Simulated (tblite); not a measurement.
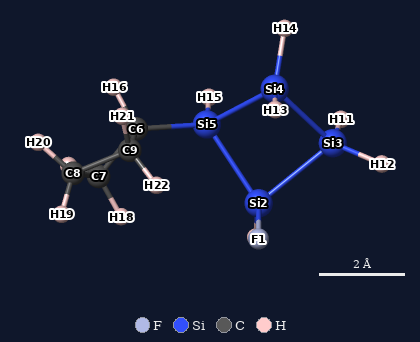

**Figure 1.** The starting structure (ball-and-stick view, seen at a tilt; atoms are numbered from 1 in the order of the input). Bond lengths as drawn: C–C 1.50 to 1.53 Å, C–H 1.09 to 1.13 Å, C–Si 1.83 Å, F–Si 1.69 Å, H–Si 1.44 to 1.49 Å and Si–Si 2.22 to 2.27 Å.

# C$_{4}$H$_{13}$FSi$_{4}$: geometry relaxation (part 1 of 2)

- system: C$_{4}$H$_{13}$FSi$_{4}$
- method: GFN2-xTB geometry optimisation, gas phase (tblite 0.8.0)

It belongs to a series of runs on one base structure; here: constitutional isomer.

**The input**
```
{"job": {"kind": "relax", "xc": "GFN2-xTB", "basis": "xTB"}, "charge": 0, "multiplicity": 1}
F      1.451500    -1.650700    -1.637600
Si     1.787300    -0.027100    -1.286300
Si     3.446600    -0.011700     0.260300
Si     1.782800    -0.404100     1.717300
Si     0.545000     0.850800     0.360400
C     -1.252100     0.528300     0.310100
C     -1.983800     0.776200    -0.986300
C     -2.909700    -0.351100    -0.548900
C     -1.725300    -0.891100     0.246600
H      2.027100     0.829400    -2.424600
H      3.939400     1.350000     0.409300
H      4.417600    -1.073100     0.126600
H      1.466600    -1.854600     1.682200
H      2.006200     0.132100     3.057100
H      0.902300     2.280900     0.564100
H     -1.772300     1.054500     1.163600
H     -2.486000     1.766300    -1.063800
H     -1.396700     0.523500    -1.893500
H     -3.257000    -1.009400    -1.362800
H     -3.736600     0.053500     0.069100
H     -2.098800    -1.269400     1.219100
H     -1.164300    -1.583600    -0.383600
```

The first line tells a small driver script what to run in tblite; the rest is the geometry in Å.

Machine: 1 CPU thread, shared host.

Launch command:
```bash
OMP_NUM_THREADS=1 python <driver script> task.json out
```

**The program's output**
```
step      E/eV     max force
  0    -728.30532    2.485
  1    -728.63192    0.926
  2    -728.80522    0.862
  3    -728.97338    1.287
  4    -729.14622    1.059
  5    -729.26035    0.752
  6    -729.35221    0.650
  7    -729.42806    0.585
  8    -729.48947    0.532
  9    -729.54035    0.431
 10    -729.57080    0.387
 11    -729.58677    0.326
 12    -729.59998    0.272
 13    -729.61051    0.222
 14    -729.61839    0.178
 15    -729.62429    0.191
 16    -729.62989    0.165
 17    -729.63622    0.189
 18    -729.64279    0.201
 19    -729.64858    0.168
 20    -729.65338    0.149
 21    -729.65797    0.149
 22    -729.66297    0.166
 23    -729.66837    0.172
 24    -729.67424    0.154
 25    -729.68059    0.191
 26    -729.68692    0.176
 27    -729.69257    0.142
 28    -729.69743    0.169
 29    -729.70155    0.154
 30    -729.70490    0.140
 31    -729.70772    0.118
 32    -729.71045    0.160
 33    -729.71346    0.147
 34    -729.71666    0.119
 35    -729.71963    0.114
 36    -729.72223    0.130
 37    -729.72474    0.165
 38    -729.72763    0.145
 39    -729.73106    0.132
 40    -729.73474    0.135
 41    -729.73839    0.155
 42    -729.74200    0.160
 43    -729.74564    0.130
 44    -729.74915    0.119
 45    -729.75258    0.135
 46    -729.75615    0.153
 47    -729.75947    0.116
 48    -729.76206    0.127
 49    -729.76391    0.095
 50    -729.76511    0.154
 51    -729.76674    0.148
 52    -729.76842    0.092
 53    -729.77047    0.088
 54    -729.77172    0.085
 55    -729.77375    0.137
 56    -729.77598    0.156
 57    -729.77849    0.137
 58    -729.78052    0.096
 59    -729.78211    0.084
 60    -729.78348    0.078
 61    -729.78496    0.102
 62    -729.78672    0.112
 63    -729.78870    0.123
 64    -729.79054    0.104
 65    -729.79263    0.102
 66    -729.79467    0.077
 67    -729.79649    0.074
 68    -729.79848    0.094
 69    -729.80094    0.106
 70    -729.80360    0.135
 71    -729.80644    0.169
 72    -729.80916    0.159
 73    -729.81179    0.135
 74    -729.81431    0.102
 75    -729.81642    0.110
 76    -729.81787    0.088
 77    -729.81906    0.105
 78    -729.82049    0.106
 79    -729.82250    0.096
 80    -729.82382    0.060
 81    -729.82468    0.061
 82    -729.82559    0.077
 83    -729.82679    0.105
 84    -729.82837    0.111
 85    -729.83009    0.088
 86    -729.83181    0.100
 87    -729.83354    0.090
 88    -729.83519    0.106
 89    -729.83682    0.112
 90    -729.83841    0.071
 91    -729.83994    0.071
 92    -729.84088    0.072
 93    -729.84220    0.065
 94    -729.84310    0.052
 95    -729.84380    0.048
 96    -729.84439    0.052
 97    -729.84502    0.066
 98    -729.84559    0.058
 99    -729.84601    0.038
100    -729.84632    0.030
101    -729.84656    0.031
102    -729.84679    0.034
103    -729.84703    0.028
104    -729.84724    0.024
105    -729.84736    0.022
106    -729.84747    0.025
107    -729.84757    0.025
108    -729.84770    0.025
109    -729.84785    0.032
110    -729.84803    0.031
111    -729.84819    0.023
112    -729.84832    0.023
113    -729.84842    0.022
114    -729.84853    0.021
115    -729.84868    0.027
116    -729.84888    0.030
117    -729.84913    0.037
118    -729.84940    0.047
119    -729.84962    0.043
120    -729.84978    0.031
121    -729.84989    0.022
122    -729.84998    0.024
123    -729.85011    0.032
124    -729.85029    0.036
125    -729.85052    0.030
126    -729.85077    0.031
127    -729.85102    0.031
128    -729.85122    0.031
129    -729.85136    0.022
130    -729.85148    0.019
131    -729.85158    0.019
132    -729.85170    0.024
133    -729.85184    0.032
134    -729.85200    0.033
135    -729.85213    0.023
136    -729.85221    0.017
137    -729.85226    0.015
138    -729.85229    0.013
139    -729.85232    0.014
140    -729.85235    0.011
141    -729.85239    0.014
142    -729.85242    0.015
143    -729.85246    0.013
144    -729.85249    0.012
145    -729.85251    0.010
146    -729.85253    0.010
147    -729.85254    0.009
```

**Trajectory as extended XYZ (Å, eV, eV/Å), 10 of the 148 frames kept, from step=0 to step=147**
```
22
Properties=species:S:1:pos:R:3:forces:R:3 step=0 energy=-728.30532
F     1.4515   -1.6507   -1.6376    0.1500   1.4240   0.0200
Si    1.7873   -0.0271   -1.2863    0.3570  -0.9420  -1.5960
Si    3.4466   -0.0117    0.2603    1.2080  -0.4570  -0.3390
Si    1.7828   -0.4041    1.7173    0.2910  -1.0640   2.2270
Si    0.5450    0.8508    0.3604   -0.5750   1.2880   0.0870
C    -1.2521    0.5283    0.3101   -0.1100   1.2730   0.9380
C    -1.9838    0.7762   -0.9863   -1.0620   1.2470  -0.4690
C    -2.9097   -0.3511   -0.5489   -0.5410  -0.4310  -1.3050
C    -1.7253   -0.8911    0.2466   -1.8100  -0.7880   1.2480
H     2.0271    0.8294   -2.4246   -0.1230  -0.2150  -0.7080
H     3.9394    1.3500    0.4093    0.3430   0.0010  -0.0500
H     4.4176   -1.0731    0.1266    0.5990   0.0220   0.0170
H     1.4666   -1.8546    1.6822   -0.0170   0.3760   0.2950
H     2.0062    0.1321    3.0571   -0.0910  -0.2840   0.2890
H     0.9023    2.2809    0.5641   -0.2280  -0.1490  -0.1550
H    -1.7723    1.0545    1.1636    0.3120  -0.4400  -0.8240
H    -2.4860    1.7663   -1.0638    0.5190  -0.4650  -0.3770
H    -1.3967    0.5235   -1.8935   -0.3460   0.2980   0.5750
H    -3.2570   -1.0094   -1.3628   -0.3390   0.2690   0.3940
H    -3.7366    0.0535    0.0691    0.4310  -0.5440  -0.3940
H    -2.0988   -1.2694    1.2191    0.8760  -0.5330  -0.4620
H    -1.1643   -1.5836   -0.3836    0.1570   0.1130   0.5900
22
Properties=species:S:1:pos:R:3:forces:R:3 step=16 energy=-729.62989
F     1.4266   -1.3814   -1.7983   -0.0150   0.0090   0.0240
Si    1.9205    0.1273   -1.3803   -0.0080  -0.0800  -0.0520
Si    3.5960   -0.1606    0.2386    0.0000   0.0090   0.0310
Si    1.8908   -0.3869    1.8601    0.0210  -0.1180   0.1000
Si    0.5420    0.8569    0.3811   -0.0130   0.0970   0.0020
C    -1.3286    0.5781    0.3397   -0.0910   0.0260  -0.0370
C    -2.0951    0.8194   -0.9761   -0.0630  -0.0390  -0.0230
C    -2.9764   -0.3838   -0.6206   -0.0240   0.0570  -0.0060
C    -1.8451   -0.8679    0.2911   -0.0480  -0.0620  -0.0600
H     1.9988    0.6601   -2.7406    0.0660   0.0760   0.0020
H     4.1942    1.1768    0.4004    0.1060   0.0200   0.0240
H     4.7560   -1.0485    0.1320   -0.0010  -0.0810  -0.0240
H     1.4423   -1.7905    1.9554    0.0140   0.0520  -0.0010
H     2.0265   -0.0232    3.2806    0.0750   0.0690  -0.0920
H     0.7395    2.3187    0.5352   -0.0650  -0.0120   0.0170
H    -1.8349    1.1103    1.1472    0.0200   0.0520   0.0520
H    -2.5825    1.7848   -1.1151    0.0550  -0.0660  -0.0050
H    -1.4675    0.5849   -1.8371   -0.0450   0.1460  -0.0230
H    -3.3005   -1.0358   -1.4333    0.0320   0.0510   0.0910
H    -3.8329   -0.0686   -0.0256   -0.0970  -0.0690  -0.1040
H    -2.1204   -1.3474    1.2278    0.0180   0.0020   0.0220
H    -1.1595   -1.5033   -0.2637    0.0620  -0.1400   0.0620
22
Properties=species:S:1:pos:R:3:forces:R:3 step=33 energy=-729.71346
F     1.4294   -1.2820   -1.8064    0.0260   0.0060  -0.0640
Si    1.9804    0.2006   -1.3711   -0.0100  -0.0230  -0.0150
Si    3.6512   -0.2119    0.2335   -0.0650   0.0090  -0.0530
Si    1.9446   -0.3415    1.8488   -0.0460  -0.0340   0.0630
Si    0.5135    0.8523    0.3658    0.1110   0.0920   0.0310
C    -1.3667    0.5563    0.3316   -0.0160   0.0440  -0.0550
C    -2.1669    0.8287   -0.9595   -0.0460   0.0150  -0.0500
C    -2.9894   -0.4359   -0.6819    0.0230   0.0280   0.0000
C    -1.9084   -0.8811    0.3096   -0.0020  -0.0330   0.0310
H     2.1702    0.7608   -2.7126   -0.0280   0.0180   0.0320
H     4.4387    1.0177    0.4340    0.0440  -0.0260  -0.0180
H     4.6712   -1.2547    0.0633   -0.0470  -0.0080  -0.0030
H     1.4725   -1.7231    2.0671    0.0380   0.0850   0.0570
H     2.2433    0.1575    3.2006   -0.0610  -0.0140  -0.0390
H     0.5965    2.3213    0.5704    0.0370  -0.0260  -0.0170
H    -1.8308    1.1112    1.1519   -0.0060  -0.0340   0.0390
H    -2.7164    1.7665   -0.9977   -0.0110   0.0480  -0.0150
H    -1.5701    0.7346   -1.8655    0.0640   0.0020   0.0210
H    -3.1798   -1.0928   -1.5296   -0.0050   0.0220   0.0340
H    -3.9294   -0.2050   -0.1811   -0.0030  -0.0490  -0.0550
H    -2.2527   -1.2714    1.2620   -0.0370  -0.1070   0.0870
H    -1.2114   -1.5884   -0.1348    0.0390  -0.0160  -0.0100
22
Properties=species:S:1:pos:R:3:forces:R:3 step=49 energy=-729.76391
F     1.4782   -1.1768   -2.0318   -0.0340   0.0270   0.0120
Si    1.9586    0.2504   -1.3861   -0.0380  -0.0160   0.0150
Si    3.5998   -0.2737    0.2114    0.0440  -0.0380  -0.0220
Si    1.9421   -0.2488    1.8933    0.0220  -0.0010   0.0030
Si    0.4884    0.8441    0.3763    0.0470   0.0730  -0.0320
C    -1.3942    0.5437    0.3825    0.0340   0.0000  -0.0020
C    -2.1789    0.8356   -0.9138    0.0230   0.0020   0.0010
C    -2.9300   -0.4892   -0.7366   -0.0320   0.0190  -0.0260
C    -1.9123   -0.9059    0.3338   -0.0320   0.0030  -0.0090
H     2.1717    0.9704   -2.6444   -0.0190   0.0200   0.0310
H     4.6380    0.7655    0.3459   -0.0630  -0.0410   0.0060
H     4.3831   -1.4968   -0.0082    0.0010  -0.0060   0.0320
H     1.5135   -1.5953    2.3059   -0.0020   0.0260   0.0140
H     2.2361    0.4140    3.1721    0.0110  -0.0050  -0.0290
H     0.6097    2.3163    0.5316   -0.0470   0.0010   0.0080
H    -1.8521    1.0746    1.2226    0.0140  -0.0170  -0.0210
H    -2.7815    1.7434   -0.9161    0.0130  -0.0360  -0.0200
H    -1.5438    0.8288   -1.7983    0.0050   0.0430  -0.0270
H    -2.9977   -1.1241   -1.6173    0.0650  -0.0300  -0.0220
H    -3.9335   -0.3514   -0.3420   -0.0450   0.0110   0.0830
H    -2.3245   -1.2883    1.2664    0.0050  -0.0530  -0.0180
H    -1.1812   -1.6172   -0.0489    0.0260   0.0180   0.0240
22
Properties=species:S:1:pos:R:3:forces:R:3 step=65 energy=-729.79263
F     1.3562   -1.0076   -2.2026   -0.0370   0.0130   0.0020
Si    1.9131    0.2898   -1.3789   -0.0230  -0.0130   0.0430
Si    3.5185   -0.4489    0.1725    0.0230  -0.0140   0.0580
Si    1.9508   -0.1579    1.9187    0.0380   0.0210  -0.0230
Si    0.4847    0.9100    0.3970   -0.0920   0.0370   0.0240
C    -1.3858    0.5279    0.4063    0.0030   0.0140   0.0160
C    -2.1698    0.8314   -0.8889    0.0060   0.0120   0.0420
C    -2.8400   -0.5442   -0.7962    0.0360  -0.0310   0.0090
C    -1.8677   -0.9331    0.3256    0.0340  -0.0030   0.0720
H     2.1526    1.1814   -2.5122    0.0480  -0.0130  -0.0530
H     4.6744    0.4552    0.2710    0.0060   0.0330  -0.0160
H     4.1673   -1.7589    0.0089   -0.0630   0.0110  -0.0250
H     1.5101   -1.4167    2.5356   -0.0470   0.0100   0.0180
H     2.3540    0.6577    3.0731    0.0270  -0.0310  -0.0120
H     0.4890    2.3907    0.5261    0.0270  -0.0510   0.0090
H    -1.8512    1.0304    1.2604   -0.0010  -0.0240  -0.0460
H    -2.8447    1.6836   -0.8357    0.0380   0.0400  -0.0760
H    -1.5253    0.9310   -1.7627   -0.0670   0.0320   0.0090
H    -2.7936   -1.1551   -1.6941    0.0290  -0.0230  -0.0440
H    -3.8767   -0.4913   -0.4678    0.0100  -0.0020   0.0290
H    -2.3270   -1.3192    1.2333   -0.0230  -0.0360   0.0330
H    -1.0994   -1.6367    0.0090    0.0290   0.0180  -0.0690
```
